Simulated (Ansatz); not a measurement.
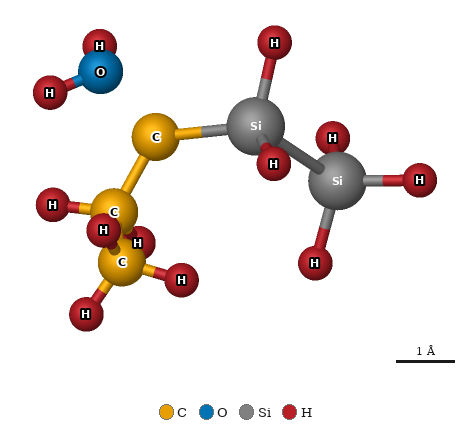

The structure as given in the input (ball-and-stick view, seen at a tilt). Bond lengths as drawn: C–C 1.50 to 1.53 Å, C–H 1.09 to 1.11 Å, C–Si 1.90 Å, H–O 0.98 to 0.99 Å, H–Si 1.50 to 1.51 Å and Si–Si 2.36 Å.

## C₃H₁₂OSi₂: molecular dynamics (part 1 of 3)

System: C₃H₁₂OSi₂.
Method: RKS CAM-B3LYP-D4/6-31G (Ansatz 0.2.0).

It belongs to a series of runs on one base structure; here: dynamics from the highest image of the converged band.

**Output**
```
Engine: ansatz 0.2.0, x86_64-unknown-linux-gnu
Functional definition: CAM-B3LYP
  parameter alpha = 0.19
  parameter beta = 0.46
  parameter omega = 0.33/bohr
  parameter ac = 0.81
  exchange = (1 - alpha - beta)*b88_x + beta*b88_x_sr(omega) + alpha*exact_x + beta*exact_x_lr(omega)
  correlation = (1 - ac)*vwn5_c + ac*lyp_c
1208 factors; integrals over basis functions are off by at most 1.7e-4 eV
531 factors; integrals over basis functions are off by at most 3.8e-7 eV
mean field evaluation 1: about -21093.1065 eV, gradient 4.8e1 eV
mean field evaluation 2: about -21093.0803 eV, gradient 5.0e1 eV
mean field evaluation 4: about -21098.0897 eV, gradient 2.1e0 eV
mean field evaluation 8: about -21098.0870 eV, gradient 1.5e-1 eV
mean field evaluation 16: about -21098.0872 eV, gradient 1.9e-4 eV
mean field -21098.08717830 eV, -775.3404030054 hartree, gradient 5.8e-5 eV, S^2 0.000000; 0 other end points of the search recorded, 0 dependent functions left out
the calculation of the forces begins
reference -21098.08732275 eV, -775.3404083137 hartree; 33, 33 occupied and 53, 53 virtual orbitals, 1208 factors
md step     0: t =     0.00 fs  T =   300.0 K  F+E_penalty+E_count = -21098.46301465 eV  E_kin = 0.620448 eV  conserved = -21097.84256666 eV  (28 SCF iters)
these checks for a lower state are left out or cut short: starts, cluster_reference, orbital_swaps, neighbouring_geometries, increment
1208 factors; integrals over basis functions are off by at most 1.7e-4 eV
531 factors; integrals over basis functions are off by at most 3.8e-7 eV
mean field -21098.07211979 eV, -775.3398496155 hartree, gradient 8.1e-5 eV, S^2 0.000000; 0 other end points of the search recorded, 0 dependent functions left out
the calculation of the forces begins
reference -21098.07226415 eV, -775.3398549204 hartree; 33, 33 occupied and 53, 53 virtual orbitals, 1208 factors
md step     1: t =     0.50 fs  T =   292.9 K  F+E_penalty+E_count = -21098.44802089 eV  E_kin = 0.605785 eV  conserved = -21097.84223638 eV  (30 SCF iters, 3 dispersion substeps)
[... from here on the SCF iterations and repeated set-up lines of each step are left out, up to the last step ...]
md step     2: t =     1.00 fs  T =   274.5 K  F+E_penalty+E_count = -21098.40916194 eV  E_kin = 0.567749 eV  conserved = -21097.84141340 eV  (29 SCF iters, 3 dispersion substeps)
md step     3: t =     1.50 fs  T =   250.8 K  F+E_penalty+E_count = -21098.35920504 eV  E_kin = 0.518770 eV  conserved = -21097.84043492 eV  (30 SCF iters, 3 dispersion substeps)
md step     4: t =     2.00 fs  T =   229.0 K  F+E_penalty+E_count = -21098.31328120 eV  E_kin = 0.473549 eV  conserved = -21097.83973201 eV  (32 SCF iters, 3 dispersion substeps)
md step     5: t =     2.50 fs  T =   214.1 K  F+E_penalty+E_count = -21098.28228636 eV  E_kin = 0.442694 eV  conserved = -21097.83959227 eV  (32 SCF iters, 3 dispersion substeps)
md step     6: t =     3.00 fs  T =   207.2 K  F+E_penalty+E_count = -21098.26850313 eV  E_kin = 0.428512 eV  conserved = -21097.83999154 eV  (32 SCF iters, 3 dispersion substeps)
md step     7: t =     3.50 fs  T =   205.6 K  F+E_penalty+E_count = -21098.26588133 eV  E_kin = 0.425228 eV  conserved = -21097.84065284 eV  (32 SCF iters, 3 dispersion substeps)
md step     8: t =     4.00 fs  T =   204.5 K  F+E_penalty+E_count = -21098.26417928 eV  E_kin = 0.422930 eV  conserved = -21097.84124896 eV  (30 SCF iters, 3 dispersion substeps)
md step     9: t =     4.50 fs  T =   199.4 K  F+E_penalty+E_count = -21098.25404071 eV  E_kin = 0.412488 eV  conserved = -21097.84155235 eV  (29 SCF iters, 3 dispersion substeps)
md step    10: t =     5.00 fs  T =   188.2 K  F+E_penalty+E_count = -21098.23065711 eV  E_kin = 0.389185 eV  conserved = -21097.84147232 eV  (30 SCF iters, 3 dispersion substeps)
md step    11: t =     5.50 fs  T =   171.3 K  F+E_penalty+E_count = -21098.19528348 eV  E_kin = 0.354242 eV  conserved = -21097.84104145 eV  (31 SCF iters, 3 dispersion substeps)
md step    12: t =     6.00 fs  T =   152.0 K  F+E_penalty+E_count = -21098.15469610 eV  E_kin = 0.314280 eV  conserved = -21097.84041563 eV  (31 SCF iters, 3 dispersion substeps)
md step    13: t =     6.50 fs  T =   134.8 K  F+E_penalty+E_count = -21098.11866505 eV  E_kin = 0.278810 eV  conserved = -21097.83985516 eV  (30 SCF iters, 3 dispersion substeps)
md step    14: t =     7.00 fs  T =   123.9 K  F+E_penalty+E_count = -21098.09585480 eV  E_kin = 0.256223 eV  conserved = -21097.83963146 eV  (30 SCF iters, 3 dispersion substeps)
md step    15: t =     7.50 fs  T =   120.8 K  F+E_penalty+E_count = -21098.08969278 eV  E_kin = 0.249828 eV  conserved = -21097.83986511 eV  (31 SCF iters, 3 dispersion substeps)
md step    16: t =     8.00 fs  T =   123.9 K  F+E_penalty+E_count = -21098.09659225 eV  E_kin = 0.256162 eV  conserved = -21097.84042979 eV  (31 SCF iters, 3 dispersion substeps)
md step    17: t =     8.50 fs  T =   129.0 K  F+E_penalty+E_count = -21098.10789800 eV  E_kin = 0.266877 eV  conserved = -21097.84102148 eV  (31 SCF iters, 3 dispersion substeps)
md step    18: t =     9.00 fs  T =   132.1 K  F+E_penalty+E_count = -21098.11452222 eV  E_kin = 0.273185 eV  conserved = -21097.84133769 eV  (29 SCF iters, 3 dispersion substeps)
md step    19: t =     9.50 fs  T =   130.7 K  F+E_penalty+E_count = -21098.11158246 eV  E_kin = 0.270341 eV  conserved = -21097.84124124 eV  (30 SCF iters, 3 dispersion substeps)
md step    20: t =    10.00 fs  T =   125.6 K  F+E_penalty+E_count = -21098.10050084 eV  E_kin = 0.259664 eV  conserved = -21097.84083651 eV  (32 SCF iters, 3 dispersion substeps)
md step    21: t =    10.50 fs  T =   119.4 K  F+E_penalty+E_count = -21098.08740082 eV  E_kin = 0.246988 eV  conserved = -21097.84041301 eV  (31 SCF iters, 3 dispersion substeps)
md step    22: t =    11.00 fs  T =   115.3 K  F+E_penalty+E_count = -21098.07874713 eV  E_kin = 0.238504 eV  conserved = -21097.84024326 eV  (31 SCF iters, 3 dispersion substeps)
md step    23: t =    11.50 fs  T =   114.5 K  F+E_penalty+E_count = -21098.07725991 eV  E_kin = 0.236885 eV  conserved = -21097.84037503 eV  (31 SCF iters, 3 dispersion substeps)
md step    24: t =    12.00 fs  T =   116.3 K  F+E_penalty+E_count = -21098.08111058 eV  E_kin = 0.240483 eV  conserved = -21097.84062792 eV  (32 SCF iters, 3 dispersion substeps)
md step    25: t =    12.50 fs  T =   118.8 K  F+E_penalty+E_count = -21098.08647166 eV  E_kin = 0.245677 eV  conserved = -21097.84079475 eV  (32 SCF iters, 3 dispersion substeps)
md step    26: t =    13.00 fs  T =   120.8 K  F+E_penalty+E_count = -21098.09060545 eV  E_kin = 0.249796 eV  conserved = -21097.84080964 eV  (31 SCF iters, 3 dispersion substeps)
md step    27: t =    13.50 fs  T =   122.0 K  F+E_penalty+E_count = -21098.09300919 eV  E_kin = 0.252271 eV  conserved = -21097.84073848 eV  (31 SCF iters, 3 dispersion substeps)
md step    28: t =    14.00 fs  T =   122.8 K  F+E_penalty+E_count = -21098.09461264 eV  E_kin = 0.253949 eV  conserved = -21097.84066357 eV  (31 SCF iters, 3 dispersion substeps)
md step    29: t =    14.50 fs  T =   123.8 K  F+E_penalty+E_count = -21098.09660230 eV  E_kin = 0.255996 eV  conserved = -21097.84060673 eV  (32 SCF iters, 3 dispersion substeps)
md step    30: t =    15.00 fs  T =   125.5 K  F+E_penalty+E_count = -21098.10000146 eV  E_kin = 0.259452 eV  conserved = -21097.84054902 eV  (32 SCF iters, 3 dispersion substeps)
md step    31: t =    15.50 fs  T =   128.3 K  F+E_penalty+E_count = -21098.10578868 eV  E_kin = 0.265286 eV  conserved = -21097.84050274 eV  (32 SCF iters, 3 dispersion substeps)
md step    32: t =    16.00 fs  T =   132.5 K  F+E_penalty+E_count = -21098.11460575 eV  E_kin = 0.274066 eV  conserved = -21097.84053935 eV  (33 SCF iters, 3 dispersion substeps)
md step    33: t =    16.50 fs  T =   137.8 K  F+E_penalty+E_count = -21098.12571193 eV  E_kin = 0.284987 eV  conserved = -21097.84072489 eV  (32 SCF iters, 3 dispersion substeps)
md step    34: t =    17.00 fs  T =   142.7 K  F+E_penalty+E_count = -21098.13614396 eV  E_kin = 0.295131 eV  conserved = -21097.84101341 eV  (33 SCF iters, 3 dispersion substeps)
md step    35: t =    17.50 fs  T =   145.2 K  F+E_penalty+E_count = -21098.14155617 eV  E_kin = 0.300336 eV  conserved = -21097.84122053 eV  (33 SCF iters, 3 dispersion substeps)
md step    36: t =    18.00 fs  T =   144.0 K  F+E_penalty+E_count = -21098.13903862 eV  E_kin = 0.297905 eV  conserved = -21097.84113360 eV  (30 SCF iters, 3 dispersion substeps)
md step    37: t =    18.50 fs  T =   140.0 K  F+E_penalty+E_count = -21098.13022652 eV  E_kin = 0.289531 eV  conserved = -21097.84069527 eV  (30 SCF iters, 3 dispersion substeps)
md step    38: t =    19.00 fs  T =   136.3 K  F+E_penalty+E_count = -21098.12198407 eV  E_kin = 0.281865 eV  conserved = -21097.84011893 eV  (33 SCF iters, 3 dispersion substeps)
md step    39: t =    19.50 fs  T =   137.0 K  F+E_penalty+E_count = -21098.12307820 eV  E_kin = 0.283289 eV  conserved = -21097.83978895 eV  (32 SCF iters, 3 dispersion substeps)
md step    40: t =    20.00 fs  T =   144.3 K  F+E_penalty+E_count = -21098.13843771 eV  E_kin = 0.298474 eV  conserved = -21097.83996414 eV  (31 SCF iters, 3 dispersion substeps)
md step    41: t =    20.50 fs  T =   157.0 K  F+E_penalty+E_count = -21098.16534043 eV  E_kin = 0.324788 eV  conserved = -21097.84055201 eV  (31 SCF iters, 3 dispersion substeps)
md step    42: t =    21.00 fs  T =   170.9 K  F+E_penalty+E_count = -21098.19473740 eV  E_kin = 0.353533 eV  conserved = -21097.84120468 eV  (30 SCF iters, 3 dispersion substeps)
md step    43: t =    21.50 fs  T =   181.2 K  F+E_penalty+E_count = -21098.21640019 eV  E_kin = 0.374793 eV  conserved = -21097.84160697 eV  (29 SCF iters, 3 dispersion substeps)
md step    44: t =    22.00 fs  T =   184.8 K  F+E_penalty+E_count = -21098.22377542 eV  E_kin = 0.382126 eV  conserved = -21097.84164904 eV  (31 SCF iters, 3 dispersion substeps)
md step    45: t =    22.50 fs  T =   181.1 K  F+E_penalty+E_count = -21098.21588291 eV  E_kin = 0.374485 eV  conserved = -21097.84139754 eV  (31 SCF iters, 3 dispersion substeps)
md step    46: t =    23.00 fs  T =   171.9 K  F+E_penalty+E_count = -21098.19646934 eV  E_kin = 0.355479 eV  conserved = -21097.84099000 eV  (32 SCF iters, 3 dispersion substeps)
md step    47: t =    23.50 fs  T =   160.2 K  F+E_penalty+E_count = -21098.17190966 eV  E_kin = 0.331347 eV  conserved = -21097.84056311 eV  (31 SCF iters, 3 dispersion substeps)
md step    48: t =    24.00 fs  T =   149.3 K  F+E_penalty+E_count = -21098.14899988 eV  E_kin = 0.308770 eV  conserved = -21097.84022979 eV  (32 SCF iters, 3 dispersion substeps)
md step    49: t =    24.50 fs  T =   141.7 K  F+E_penalty+E_count = -21098.13307687 eV  E_kin = 0.292997 eV  conserved = -21097.84007979 eV  (33 SCF iters, 3 dispersion substeps)
md step    50: t =    25.00 fs  T =   138.5 K  F+E_penalty+E_count = -21098.12654113 eV  E_kin = 0.286369 eV  conserved = -21097.84017221 eV  (33 SCF iters, 3 dispersion substeps)
md step    51: t =    25.50 fs  T =   139.0 K  F+E_penalty+E_count = -21098.12795608 eV  E_kin = 0.287454 eV  conserved = -21097.84050192 eV  (33 SCF iters, 3 dispersion substeps)
md step    52: t =    26.00 fs  T =   140.8 K  F+E_penalty+E_count = -21098.13224722 eV  E_kin = 0.291296 eV  conserved = -21097.84095117 eV  (32 SCF iters, 3 dispersion substeps)
md step    53: t =    26.50 fs  T =   140.9 K  F+E_penalty+E_count = -21098.13265344 eV  E_kin = 0.291368 eV  conserved = -21097.84128495 eV  (32 SCF iters, 3 dispersion substeps)
md step    54: t =    27.00 fs  T =   136.9 K  F+E_penalty+E_count = -21098.12436809 eV  E_kin = 0.283116 eV  conserved = -21097.84125215 eV  (32 SCF iters, 3 dispersion substeps)
md step    55: t =    27.50 fs  T =   129.3 K  F+E_penalty+E_count = -21098.10821158 eV  E_kin = 0.267422 eV  conserved = -21097.84078996 eV  (32 SCF iters, 3 dispersion substeps)
md step    56: t =    28.00 fs  T =   121.5 K  F+E_penalty+E_count = -21098.09136022 eV  E_kin = 0.251201 eV  conserved = -21097.84015944 eV  (30 SCF iters, 3 dispersion substeps)
md step    57: t =    28.50 fs  T =   117.7 K  F+E_penalty+E_count = -21098.08332167 eV  E_kin = 0.243518 eV  conserved = -21097.83980322 eV  (32 SCF iters, 3 dispersion substeps)
md step    58: t =    29.00 fs  T =   120.6 K  F+E_penalty+E_count = -21098.08942125 eV  E_kin = 0.249457 eV  conserved = -21097.83996402 eV  (32 SCF iters, 3 dispersion substeps)
md step    59: t =    29.50 fs  T =   129.0 K  F+E_penalty+E_count = -21098.10723301 eV  E_kin = 0.266757 eV  conserved = -21097.84047566 eV  (32 SCF iters, 3 dispersion substeps)
md step    60: t =    30.00 fs  T =   139.2 K  F+E_penalty+E_count = -21098.12891143 eV  E_kin = 0.287945 eV  conserved = -21097.84096630 eV  (31 SCF iters, 3 dispersion substeps)
md step    61: t =    30.50 fs  T =   147.7 K  F+E_penalty+E_count = -21098.14665144 eV  E_kin = 0.305460 eV  conserved = -21097.84119177 eV  (31 SCF iters, 3 dispersion substeps)
md step    62: t =    31.00 fs  T =   152.5 K  F+E_penalty+E_count = -21098.15652302 eV  E_kin = 0.315381 eV  conserved = -21097.84114179 eV  (31 SCF iters, 3 dispersion substeps)
md step    63: t =    31.50 fs  T =   153.7 K  F+E_penalty+E_count = -21098.15888679 eV  E_kin = 0.317950 eV  conserved = -21097.84093723 eV  (32 SCF iters, 3 dispersion substeps)
md step    64: t =    32.00 fs  T =   152.8 K  F+E_penalty+E_count = -21098.15670937 eV  E_kin = 0.316008 eV  conserved = -21097.84070147 eV  (31 SCF iters, 3 dispersion substeps)
md step    65: t =    32.50 fs  T =   151.4 K  F+E_penalty+E_count = -21098.15365996 eV  E_kin = 0.313152 eV  conserved = -21097.84050773 eV  (30 SCF iters, 3 dispersion substeps)
md step    66: t =    33.00 fs  T =   151.1 K  F+E_penalty+E_count = -21098.15286616 eV  E_kin = 0.312477 eV  conserved = -21097.84038948 eV  (30 SCF iters, 3 dispersion substeps)
md step    67: t =    33.50 fs  T =   152.7 K  F+E_penalty+E_count = -21098.15627412 eV  E_kin = 0.315906 eV  conserved = -21097.84036829 eV  (30 SCF iters, 3 dispersion substeps)
md step    68: t =    34.00 fs  T =   156.6 K  F+E_penalty+E_count = -21098.16425753 eV  E_kin = 0.323794 eV  conserved = -21097.84046323 eV  (30 SCF iters, 3 dispersion substeps)
md step    69: t =    34.50 fs  T =   161.8 K  F+E_penalty+E_count = -21098.17534103 eV  E_kin = 0.334667 eV  conserved = -21097.84067370 eV  (30 SCF iters, 3 dispersion substeps)
md step    70: t =    35.00 fs  T =   167.0 K  F+E_penalty+E_count = -21098.18631312 eV  E_kin = 0.345374 eV  conserved = -21097.84093896 eV  (30 SCF iters, 3 dispersion substeps)
md step    71: t =    35.50 fs  T =   170.3 K  F+E_penalty+E_count = -21098.19328303 eV  E_kin = 0.352167 eV  conserved = -21097.84111633 eV  (30 SCF iters, 3 dispersion substeps)
md step    72: t =    36.00 fs  T =   170.6 K  F+E_penalty+E_count = -21098.19389232 eV  E_kin = 0.352851 eV  conserved = -21097.84104105 eV  (32 SCF iters, 3 dispersion substeps)
md step    73: t =    36.50 fs  T =   168.7 K  F+E_penalty+E_count = -21098.18966622 eV  E_kin = 0.348979 eV  conserved = -21097.84068723 eV  (31 SCF iters, 3 dispersion substeps)
md step    74: t =    37.00 fs  T =   167.2 K  F+E_penalty+E_count = -21098.18615276 eV  E_kin = 0.345859 eV  conserved = -21097.84029354 eV  (31 SCF iters, 3 dispersion substeps)
md step    75: t =    37.50 fs  T =   168.8 K  F+E_penalty+E_count = -21098.18924998 eV  E_kin = 0.349026 eV  conserved = -21097.84022354 eV  (31 SCF iters, 3 dispersion substeps)
md step    76: t =    38.00 fs  T =   173.7 K  F+E_penalty+E_count = -21098.19993869 eV  E_kin = 0.359339 eV  conserved = -21097.84059959 eV  (29 SCF iters, 3 dispersion substeps)
md step    77: t =    38.50 fs  T =   179.6 K  F+E_penalty+E_count = -21098.21256572 eV  E_kin = 0.371420 eV  conserved = -21097.84114604 eV  (30 SCF iters, 3 dispersion substeps)
md step    78: t =    39.00 fs  T =   182.5 K  F+E_penalty+E_count = -21098.21882077 eV  E_kin = 0.377358 eV  conserved = -21097.84146231 eV  (31 SCF iters, 3 dispersion substeps)
md step    79: t =    39.50 fs  T =   180.0 K  F+E_penalty+E_count = -21098.21364546 eV  E_kin = 0.372278 eV  conserved = -21097.84136758 eV  (30 SCF iters, 3 dispersion substeps)
md step    80: t =    40.00 fs  T =   172.7 K  F+E_penalty+E_count = -21098.19811854 eV  E_kin = 0.357155 eV  conserved = -21097.84096322 eV  (30 SCF iters, 3 dispersion substeps)
md step    81: t =    40.50 fs  T =   163.3 K  F+E_penalty+E_count = -21098.17817508 eV  E_kin = 0.337702 eV  conserved = -21097.84047275 eV  (30 SCF iters, 3 dispersion substeps)
md step    82: t =    41.00 fs  T =   155.3 K  F+E_penalty+E_count = -21098.16129077 eV  E_kin = 0.321200 eV  conserved = -21097.84009033 eV  (32 SCF iters, 3 dispersion substeps)
md step    83: t =    41.50 fs  T =   151.6 K  F+E_penalty+E_count = -21098.15343728 eV  E_kin = 0.313518 eV  conserved = -21097.83991974 eV  (32 SCF iters, 3 dispersion substeps)
md step    84: t =    42.00 fs  T =   153.4 K  F+E_penalty+E_count = -21098.15733321 eV  E_kin = 0.317347 eV  conserved = -21097.83998594 eV  (34 SCF iters, 3 dispersion substeps)
md step    85: t =    42.50 fs  T =   160.4 K  F+E_penalty+E_count = -21098.17195572 eV  E_kin = 0.331694 eV  conserved = -21097.84026204 eV  (32 SCF iters, 3 dispersion substeps)
md step    86: t =    43.00 fs  T =   170.3 K  F+E_penalty+E_count = -21098.19293751 eV  E_kin = 0.352249 eV  conserved = -21097.84068886 eV  (31 SCF iters, 3 dispersion substeps)
md step    87: t =    43.50 fs  T =   180.1 K  F+E_penalty+E_count = -21098.21356496 eV  E_kin = 0.372392 eV  conserved = -21097.84117263 eV  (30 SCF iters, 3 dispersion substeps)
md step    88: t =    44.00 fs  T =   186.1 K  F+E_penalty+E_count = -21098.22637974 eV  E_kin = 0.384811 eV  conserved = -21097.84156860 eV  (30 SCF iters, 3 dispersion substeps)
md step    89: t =    44.50 fs  T =   185.6 K  F+E_penalty+E_count = -21098.22556010 eV  E_kin = 0.383877 eV  conserved = -21097.84168326 eV  (30 SCF iters, 3 dispersion substeps)
md step    90: t =    45.00 fs  T =   178.2 K  F+E_penalty+E_count = -21098.20989704 eV  E_kin = 0.368538 eV  conserved = -21097.84135876 eV  (30 SCF iters, 3 dispersion substeps)
md step    91: t =    45.50 fs  T =   166.5 K  F+E_penalty+E_count = -21098.18495658 eV  E_kin = 0.344301 eV  conserved = -21097.84065514 eV  (32 SCF iters, 3 dispersion substeps)
md step    92: t =    46.00 fs  T =   155.6 K  F+E_penalty+E_count = -21098.16180894 eV  E_kin = 0.321849 eV  conserved = -21097.83996034 eV  (32 SCF iters, 3 dispersion substeps)
md step    93: t =    46.50 fs  T =   150.5 K  F+E_penalty+E_count = -21098.15104703 eV  E_kin = 0.311278 eV  conserved = -21097.83976901 eV  (32 SCF iters, 3 dispersion substeps)
md step    94: t =    47.00 fs  T =   152.5 K  F+E_penalty+E_count = -21098.15554824 eV  E_kin = 0.315325 eV  conserved = -21097.84022277 eV  (32 SCF iters, 3 dispersion substeps)
md step    95: t =    47.50 fs  T =   158.3 K  F+E_penalty+E_count = -21098.16844475 eV  E_kin = 0.327487 eV  conserved = -21097.84095726 eV  (29 SCF iters, 3 dispersion substeps)
md step    96: t =    48.00 fs  T =   162.9 K  F+E_penalty+E_count = -21098.17840166 eV  E_kin = 0.336937 eV  conserved = -21097.84146512 eV  (31 SCF iters, 3 dispersion substeps)
md step    97: t =    48.50 fs  T =   162.3 K  F+E_penalty+E_count = -21098.17718514 eV  E_kin = 0.335684 eV  conserved = -21097.84150140 eV  (31 SCF iters, 3 dispersion substeps)
md step    98: t =    49.00 fs  T =   155.9 K  F+E_penalty+E_count = -21098.16362302 eV  E_kin = 0.322479 eV  conserved = -21097.84114440 eV  (30 SCF iters, 3 dispersion substeps)
md step    99: t =    49.50 fs  T =   146.1 K  F+E_penalty+E_count = -21098.14273850 eV  E_kin = 0.302118 eV  conserved = -21097.84062071 eV  (32 SCF iters, 3 dispersion substeps)
md step   100: t =    50.00 fs  T =   136.5 K  F+E_penalty+E_count = -21098.12239641 eV  E_kin = 0.282249 eV  conserved = -21097.84014787 eV  (32 SCF iters, 3 dispersion substeps)
md step   101: t =    50.50 fs  T =   130.6 K  F+E_penalty+E_count = -21098.10989005 eV  E_kin = 0.270022 eV  conserved = -21097.83986771 eV  (34 SCF iters, 3 dispersion substeps)
md step   102: t =    51.00 fs  T =   130.4 K  F+E_penalty+E_count = -21098.10959363 eV  E_kin = 0.269747 eV  conserved = -21097.83984629 eV  (32 SCF iters, 3 dispersion substeps)
md step   103: t =    51.50 fs  T =   136.2 K  F+E_penalty+E_count = -21098.12181752 eV  E_kin = 0.281728 eV  conserved = -21097.84008911 eV  (32 SCF iters, 3 dispersion substeps)
md step   104: t =    52.00 fs  T =   146.1 K  F+E_penalty+E_count = -21098.14270329 eV  E_kin = 0.302157 eV  conserved = -21097.84054655 eV  (32 SCF iters, 3 dispersion substeps)
md step   105: t =    52.50 fs  T =   156.7 K  F+E_penalty+E_count = -21098.16508266 eV  E_kin = 0.323978 eV  conserved = -21097.84110418 eV  (30 SCF iters, 3 dispersion substeps)
md step   106: t =    53.00 fs  T =   163.8 K  F+E_penalty+E_count = -21098.18040005 eV  E_kin = 0.338826 eV  conserved = -21097.84157379 eV  (30 SCF iters, 3 dispersion substeps)
md step   107: t =    53.50 fs  T =   164.4 K  F+E_penalty+E_count = -21098.18174719 eV  E_kin = 0.340026 eV  conserved = -21097.84172121 eV  (31 SCF iters, 3 dispersion substeps)
```
